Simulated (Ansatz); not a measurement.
# r2SCAN0/def2-TZVPP run of BHF2 (SMILES FBF)

What is the electronic atomisation energy of BHF2 at r2SCAN0/def2-TZVPP? 

The calculation is run with Ansatz 0.2.0.

46 further runs of the same task are left out: 46 set aside as unsound or not needed.

## (1) The structure to begin with

BHF2: 4 atoms, total charge 0, spin state singlet. SMILES: `FBF`. Geometry: relaxed at PBE0-D4/def2-TZVP.

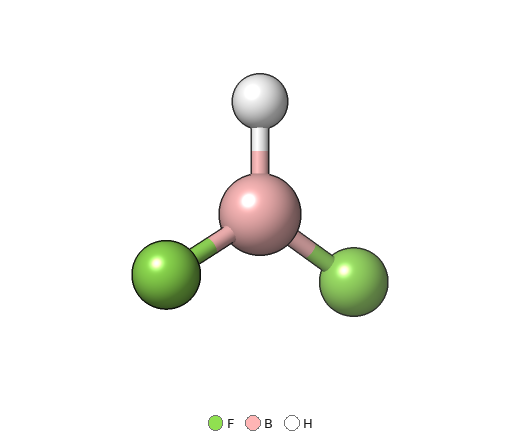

Viewed from a chosen angle; fluorine green, boron pink, hydrogen white.

## (2) A single-point energy at r2SCAN0/def2-TZVPP

File molecule.yaml:

```yaml
crystal:
  periodic: [false, false, false]
  atoms:
    - {symbol: F, position_ang: [1.154300, 0.456900, -0.361900]}
    - {symbol: B, position_ang: [-0.001900, -0.031000, 0.025200]}
    - {symbol: F, position_ang: [-1.095400, 0.528700, -0.438900]}
    - {symbol: H, position_ang: [-0.057000, -0.954600, 0.775600]}
basis:
  gaussian: {orbitals: def2-TZVPP}
hamiltonian: {xc: {name: r2SCAN0}}
accuracy: high
output: {orbitals: {seedname: orbitals}}
```

Launch:

```bash
$ ansatz run molecule.yaml --threads 1 --pin off --max-ram 3480MiB --events-out events.jsonl --progress --plain --runs-dir runs
```

What it wrote:

```text
Warning: RAYON_NUM_THREADS=1 ignored (pool sized by the plan → 1); use --threads N
Functional definition: r2SCAN0
  name "r2SCAN0"
  parameter a = 0.25
  parameter k0 = 0.174
  parameter k1 = 0.065
  parameter a1 = 4.9479
  exchange = (1 - a)*r2scan_x(k0 = k0, k1 = k1, a1 = a1) + a*exact_x
  correlation = r2scan_c
1729 factors; integrals over basis functions are off by at most 3.4e-9 eV
mean field evaluation 1: about -6127.0563 eV, gradient 3.5e1 eV
mean field evaluation 2: about -6126.1620 eV, gradient 4.4e1 eV
mean field evaluation 4: about -6128.6140 eV, gradient 4.3e-1 eV
mean field evaluation 8: about -6128.6136 eV, gradient 7.2e-3 eV
mean field evaluation 16: about -6128.6136 eV, gradient 6.2e-7 eV
mean field -6128.61356134 eV, -225.2223942557 hartree, gradient 1.2e-8 eV, S^2 0.000000; 0 other end points of the search recorded, 0 dependent functions left out
reference -6128.61356201 eV, -225.2223942804 hartree; 12, 12 occupied and 95, 95 virtual orbitals, 1729 factors
Total energy: -6128.61356201 eV, -225.2223942804 hartree
```

It took 8.4 s on 1 thread of Intel Xeon Platinum 8175M at 2.50GHz (Skylake/Cascade Lake), shared host; peak memory 0.29 GiB.

## (3) The B atom

File input.yaml:

```yaml
basis:
  gaussian:
    orbitals: def2-TZVPP
crystal:
  periodic: [false, false, false]
  atoms:
    - {symbol: B, position_ang: [0.000000, 0.000000, 0.000000]}
magnetization:
  spin_polarized: true
  initial_magnetization: 1
hamiltonian:
  xc: {name: r2SCAN0}
accuracy: high
```

Run the same way, it converges to -24.63894 Eh (log not shown).

## (4) The F atom

File input.yaml:

```yaml
crystal:
  periodic: [false, false, false]
  atoms:
    - symbol: F
      position_ang: [0.000000, 0.000000, 0.000000]
basis:
  gaussian:
    orbitals: def2-TZVPP
magnetization:
  spin_polarized: true
  initial_magnetization: 1
hamiltonian:
  xc: {name: r2SCAN0}
accuracy: high
```

Run the same way, it converges to -99.72093 Eh (log not shown).

## (5) The H atom

File input.yaml:

```yaml
crystal:
  periodic: [false, false, false]
  atoms:
    - {symbol: H, position_ang: [0.000000, 0.000000, 0.000000]}
basis:
  gaussian:
    orbitals: def2-TZVPP
accuracy: high
hamiltonian:
  xc: {name: r2SCAN0}
magnetization:
  spin_polarized: true
  initial_magnetization: 1
```

Run the same way, it converges to -0.49987 Eh (log not shown).

## (6) Summary of results

Level: r2SCAN0/def2-TZVPP.

| quantity | value |
| --- | --- |
| molecule: total energy | -225.22239 Eh |
| molecule: HOMO energy | -11.15 eV |
| molecule: LUMO energy | -0.02 eV |
| molecule: HOMO–LUMO gap | 11.13 eV |
| B atom: total energy | -24.63894 Eh |
| B atom: ⟨S²⟩ | 0.758 |
| F atom: total energy | -99.72093 Eh |
| F atom: ⟨S²⟩ | 0.752 |
| H atom: total energy | -0.49987 Eh |
| H atom: ⟨S²⟩ | 0.750 |
| electronic atomisation energy | 17.462 eV |

In words: Taking the molecule apart into free atoms costs 17.46 eV (1685 kJ/mol), before zero-point energy and without spin-orbit coupling.
